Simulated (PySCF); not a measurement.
Consider C$_{4}$H$_{11}$Sb (SbH2(tBu)).

Input file:

```
{"job": {"kind": "uv", "xc": "B3LYP", "basis": "def2-SVPD", "ip": true, "nstates": 10}, "charge": 0, "multiplicity": 1}
Sb     0.966224     1.565710     1.270375
H      2.323074     1.627484     0.215413
H      0.180323     2.816703     0.391103
C     -0.023416    -0.056760     0.120181
C     -1.459940    -0.155641     0.624280
C      0.734789    -1.347029     0.417160
C     -0.001712     0.243022    -1.372909
H     -1.988241    -0.973168     0.100241
H     -1.507958    -0.374157     1.703071
H     -2.027421     0.770338     0.438548
H      0.738100    -1.589050     1.492063
H      1.781122    -1.298450     0.075720
H      0.257428    -2.194148    -0.108741
H      1.024104     0.349329    -1.756889
H     -0.549423     1.166585    -1.614419
H     -0.481423    -0.584707    -1.928795
```

Run with:

```sh
OMP_NUM_THREADS=1 python probes_run.py task.json out
```

Geometry: PBE0-D3(BJ)/def2-SVP; core potentials replace the inner electrons of Sb.

Method: B3LYP/def2-SVPD, SCF density, gas phase, scalar-relativistic core potentials on the heavy atoms (PySCF).

What will maps of the electron density and electron localisation function show?

Answer. C–C (1.52 Å): ρ at the midpoint is about 1.7 e/Å³; the ELF peaks at about 0.95 between the atoms (a covalent bond).
C–H (1.10 Å): ρ at the midpoint is about 1.9 e/Å³; the ELF climbs to about 1 towards the hydrogen, as it does in any bond to H; a covalent bond by its length.

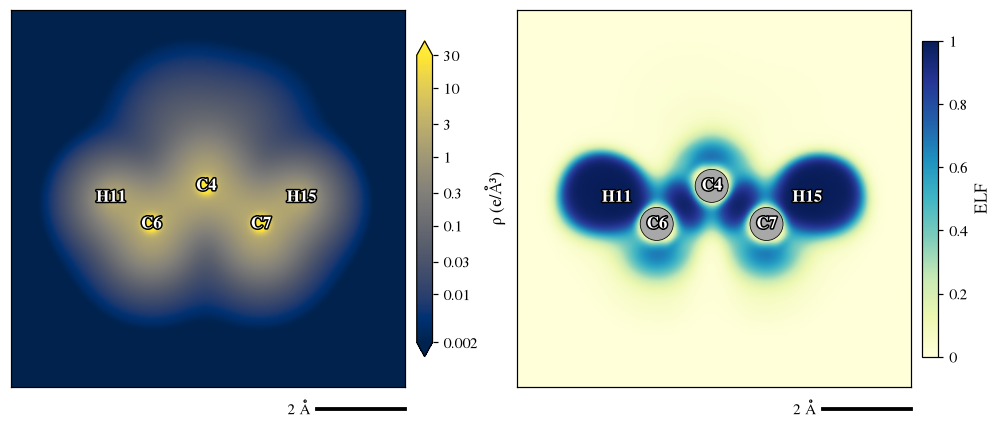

Computed electron density and electron localisation function on the plane of atoms C4, C6 and H11, in this order. Grey discs cover the atomic cores in the ELF map. 
